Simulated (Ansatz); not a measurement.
# C₄H₂AlF: basis-set convergence

How large a basis does C₄H₂AlF need? Two functionals are run in growing sets.

Method: one geometry, several basis sets; program: Ansatz 0.2.0, Gaussian basis.

Plan: PBE0-D4/def2-SVP; ωB97M-V/def2-SVP; PBE0-D4/def2-QZVPP; ωB97M-V/def2-QZVPP; the functionals' def2-TZVPP values are taken from earlier runs.

## Step 1: The relaxed structure

An earlier PBE0-D4 in a triple-zeta def2 set relaxation fixed the geometry.

8 atoms, charge 0, spin multiplicity 1.

Atoms are counted from 1 here; the program's logs count them from 0.

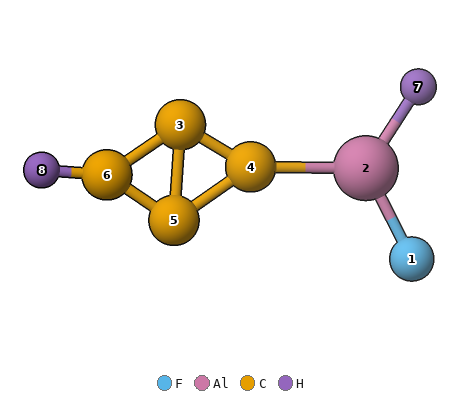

The geometry (fluorine blue, aluminium pink, carbon amber, hydrogen purple); atoms are numbered from 1 in the order of the file.

Coordinates:

```
F    -1.6161   -2.1682   -1.4946
Al   -0.1610   -1.8289   -0.8009
C     0.8295    0.7553    0.6113
C     0.0668   -0.1269   -0.0345
C    -0.6017    1.2097    0.2437
C     0.2061    2.0327    0.8825
H     0.9728   -2.9127   -0.7987
H     0.3958    2.9820    1.3353
```

## Step 2: PBE0-D4 in def2-SVP

The input, in.yaml:

```yaml
crystal:
  periodic: [false, false, false]
  atoms:
    - {symbol: F, position_ang: [-1.616113, -2.168190, -1.494580]}
    - {symbol: Al, position_ang: [-0.161014, -1.828940, -0.800855]}
    - {symbol: C, position_ang: [0.829536, 0.755293, 0.611332]}
    - {symbol: C, position_ang: [0.066831, -0.126898, -0.034481]}
    - {symbol: C, position_ang: [-0.601665, 1.209656, 0.243725]}
    - {symbol: C, position_ang: [0.206065, 2.032736, 0.882462]}
    - {symbol: H, position_ang: [0.972808, -2.912708, -0.798746]}
    - {symbol: H, position_ang: [0.395752, 2.981952, 1.335342]}
basis:
  gaussian: {orbitals: def2-SVP}
hamiltonian: {xc: pbe0, dispersion: d4}
output: {orbitals: {seedname: orbitals}}
```

Started as:

```console
$ ansatz run in.yaml --threads 2 --pin off --events-out ev --progress --plain --max-ram 4352MiB
```

The runs that follow: ωB97M-V in def2-SVP; PBE0-D4 in def2-QZVPP; ωB97M-V in def2-QZVPP.

Q: Predict the results of all the runs planned. Wanted: PBE0-D4: double and triple zeta above quadruple; ωB97M-V: double and triple zeta above quadruple.

**Answer**, as computed:

| quantity | value |
| --- | --- |
| PBE0-D4: double and triple zeta above quadruple | 10.91, 0.59 eV |
| ωB97M-V: double and triple zeta above quadruple | 11.08, 0.55 eV |

**Reading.** PBE0-D4 gains 10.32 eV from double to triple zeta, then 0.59 eV more. These are total energies; as a rule much of such shifts cancels in differences, which this series doesn't test.
